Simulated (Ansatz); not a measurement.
```xyz
10

Sb    1.4822    0.8336    2.2854
Si   -0.9401    0.8131    1.3964
Si    2.2047    2.2717    0.2684
H    -1.0059    0.5052   -0.0647
H    -1.7421   -0.2004    2.1471
H    -1.5340    2.1649    1.6328
H     1.8416   -0.6075    1.4236
H     1.6933    3.6607    0.4805
H     3.6967    2.3169    0.1926
H     1.6642    1.7499   -1.0238
```

Geometry: PBE0-D3(BJ)/def2-SVP; core potentials replace the inner electrons of Sb.

Computed with Ansatz, isolated molecule in a Gaussian basis; Kohn-Sham density functional theory, functional PBE0.

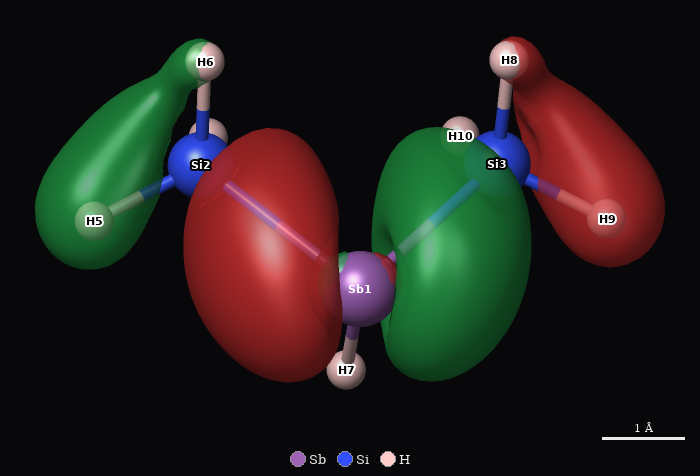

H$_{7}$SbSi$_{2}$. The HOMO−1 at ±0.1 Å⁻³ᐟ² (green and red are the two phases), seen across its widest extent.

### What is the character of this orbital?

By Hirshfeld shares it lies mainly on Sb1 (about 40 %), Si2 (about 20 %) and Si3 (about 20 %). Its energy is −7.89 eV.
